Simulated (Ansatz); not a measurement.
Single-point calculation, with input and output: MgTe$_{2}$ (charge +1)

- system: MgTe$_{2}$, charge +1, multiplicity 2
- method: UKS PBE0-D4/def2-TZVP (Ansatz 0.2.0)

The geometry comes from this level: PBE-D4/def2-TZVP.

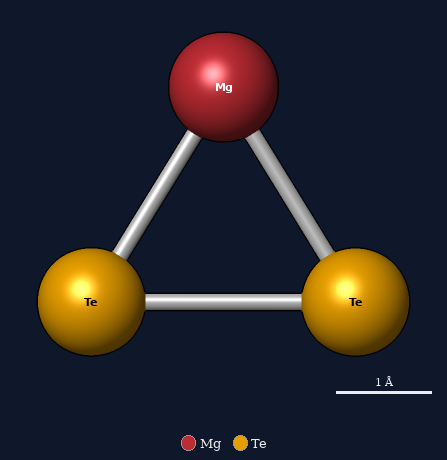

*The structure as given in the input (ball-and-stick view, seen on its broad side). Sticks mark near contacts.*

Bond lengths as drawn: Mg–Te 2.66 Å and Te–Te 2.78 Å.

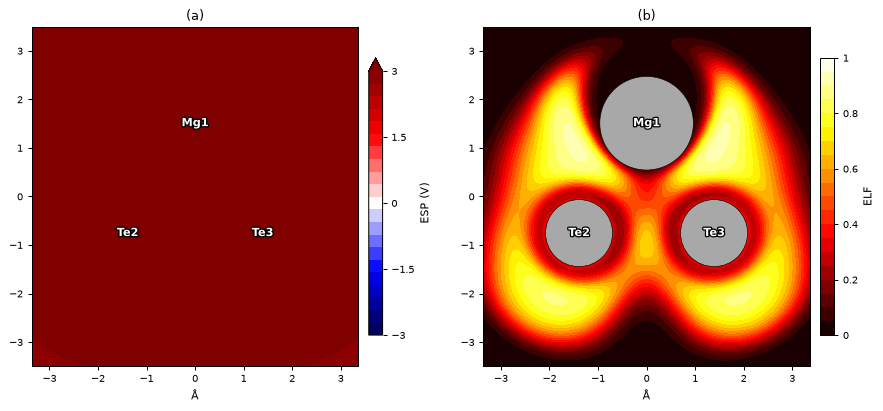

*(a) electrostatic potential; (b) ELF on the molecular plane. Grey discs, where drawn, cover atomic cores.*

The section cuts through Mg and Te sites. Mg–Te (2.66 Å): the ELF peaks at about 0.75 in the valence shell of Te, 1.3 Å from its nucleus, and is about 0.75 at the midpoint. Te–Te (2.78 Å): the ELF peaks at about 0.65 between the atoms. The potential has no marked negative region in this plane.

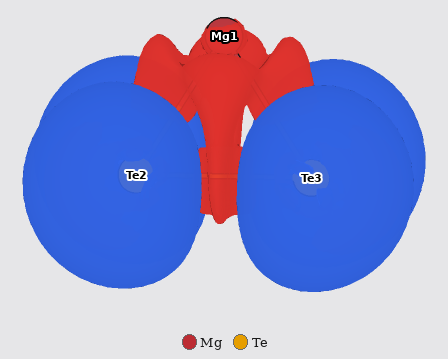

*Isosurfaces of the spin density at +0.003 (blue) and −0.003 e/Å³ (red), seen at a tilt.*

The unpaired spin (1 electron) lies mostly on Te2 (about 0.5) and Te3 (about 0.5), in electrons by Hirshfeld's partition.

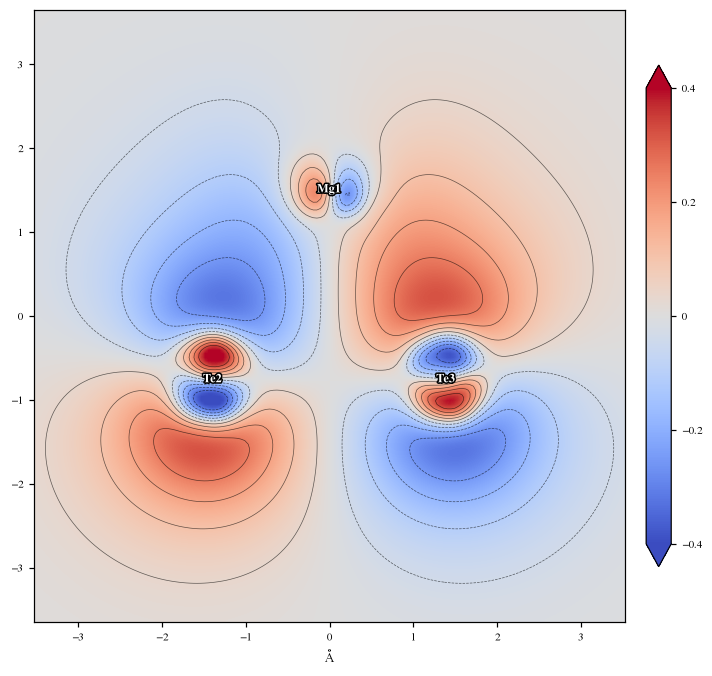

*The HOMO−1 (α) on the molecular plane (values in Å⁻³ᐟ²; the overall sign is arbitrary).*

By Hirshfeld shares it lies mainly on Te2 (45 %), Te3 (45 %) and Mg1 (15 %); it is symmetric in the molecular plane (σ or in-plane lone-pair type). Its energy is −11.23 eV.

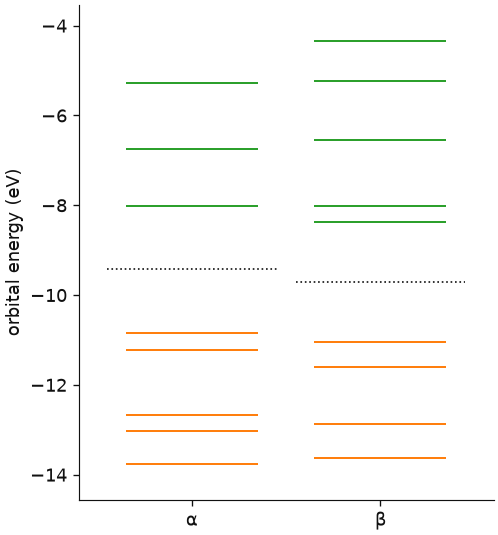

*Orbital energies near the frontier for α and β spins; the dotted line parts filled from empty levels, and levels within 0.02 eV of each other stand side by side.*

α: highest filled −10.85 eV, lowest empty −8.01 eV, 2.84 eV apart; β: highest filled −11.04 eV, lowest empty −8.37 eV, 2.67 eV apart.

The input and output of the run follow.

Input file:
```yaml
crystal:
  periodic: [false, false, false]
  atoms:
    - {symbol: Mg, position_ang: [1.265044, -0.436909, 0.697111]}
    - {symbol: Te, position_ang: [-0.557532, -0.892693, -1.181039]}
    - {symbol: Te, position_ang: [-0.707510, 1.329594, 0.483928]}
basis:
  gaussian: {orbitals: def2-TZVP, initial_orbitals: start.molden}
total_charge: 1
magnetization: {spin_polarized: true, initial_magnetization: 1}
hamiltonian: {xc: pbe0, dispersion: d4}
scf: {omitted_lower_state_checks: [starts]}
output: {orbitals: {seedname: orbitals}}
```

Launch command:
```bash
ansatz run in.yaml --threads 4 --pin off --events-out ev --progress --plain --max-ram 3916MiB
```

Log:
```
Functional definition: PBE0
  name "PBE0"
  cite "Adamo & Barone, J. Chem. Phys. 110, 6158 (1999) doi:10.1063/1.478522"
  cite "Perdew, Burke & Ernzerhof, Phys. Rev. Lett. 77, 3865 (1996) doi:10.1103/PhysRevLett.77.3865"
  parent pbe
  parameter a = 0.25
  parameter kappa = 0.804
  parameter beta = 0.06672455060314922
  exchange = (1 - a)*pbe_x(kappa = kappa, mu = beta*pi^2/3) + a*exact_x
  correlation = pbe_c(beta = beta)
these checks for a lower state are left out or cut short: starts
1164 factors; their error is unknown
mean field evaluation 1: about -20023.2922 eV, gradient 5.1e0 eV
mean field evaluation 2: about -20023.3718 eV, gradient 1.1e-1 eV
mean field evaluation 4: about -20023.6853 eV, gradient 1.7e-3 eV
mean field evaluation 8: about -20023.6853 eV, gradient 4.4e-5 eV
mean field -20023.68526028 eV, -735.8568607740 hartree, gradient 4.4e-5 eV, S^2 0.758523; 0 other end points of the search recorded, 0 dependent functions left out
reference -20023.68528920 eV, -735.8568618366 hartree; 30, 29 occupied and 102, 103 virtual orbitals, 1164 factors
Total energy: -20023.77964602 eV, -735.8603293860 hartree
Checks for a lower state left out: starts
```

Key numbers:

```tsv
quantity	value
outcome	converged
total energy	−20023.7796 eV
mean-field energy	−20023.6853 eV
dispersion energy	−0.0944 eV
⟨S²⟩	0.759
SCF solution under orbital rotations	stable
HOMO (either spin)	−10.85 eV
LUMO (either spin)	−8.37 eV
hardware	4 threads of Arm Neoverse V2, 23 GiB of memory available, shared host
wall time	2 s (CPU time 7.6 s)
peak memory	0.44 GiB
```
